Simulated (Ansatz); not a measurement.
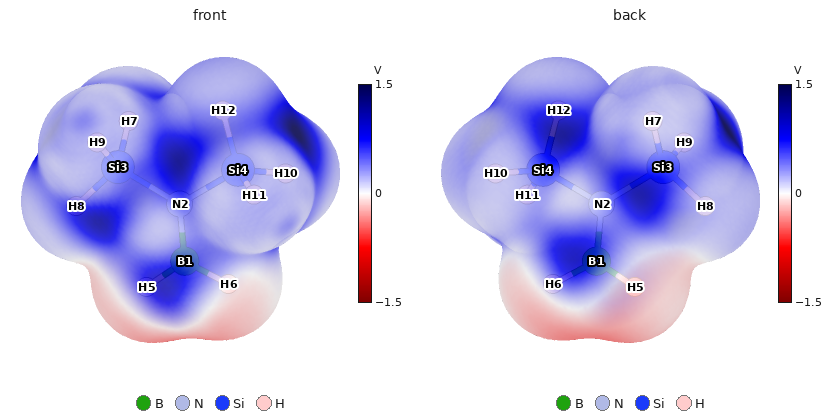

BH₈NSi₂ (SMILES BN([SiH3])[SiH3]). The molecular electrostatic potential painted on the density surface at 0.002 e/bohr³, seen from the front and from behind; red is negative and blue positive.

Geometry: PBE0-D4/def2-TZVP.

These are results of RKS PBE0-D4/def2-TZVPP in Ansatz 0.2.0, not measurements.

```yaml
atoms:
  - { symbol: B, position_ang: [-0.9685, 0.9878, -0.9151] }
  - { symbol: N, position_ang: [-0.1647, 0.1487, -0.1190] }
  - { symbol: Si, position_ang: [-0.6821, -0.4334, 1.4497] }
  - { symbol: Si, position_ang: [1.4049, -0.3058, -0.7620] }
  - { symbol: H, position_ang: [-2.0504, 1.3349, -0.5350] }
  - { symbol: H, position_ang: [-0.5523, 1.3512, -1.9833] }
  - { symbol: H, position_ang: [0.2795, 0.0083, 2.4935] }
  - { symbol: H, position_ang: [-2.0314, 0.1073, 1.7335] }
  - { symbol: H, position_ang: [-0.7123, -1.9194, 1.4514] }
  - { symbol: H, position_ang: [2.2424, 0.8973, -0.9879] }
  - { symbol: H, position_ang: [1.2496, -1.0496, -2.0356] }
  - { symbol: H, position_ang: [2.0622, -1.1823, 0.2438] }
```

### Which sites attract a positive test charge, and which a negative one?

A positive charge is drawn to the negative regions and a negative charge to the positive ones. The most negative region (about −0.3 V, or −7 kcal/mol for a unit charge) lies over H5 and H6, the most positive (about +1.4 V, or +32 kcal/mol for a unit charge) over Si3 and Si4.
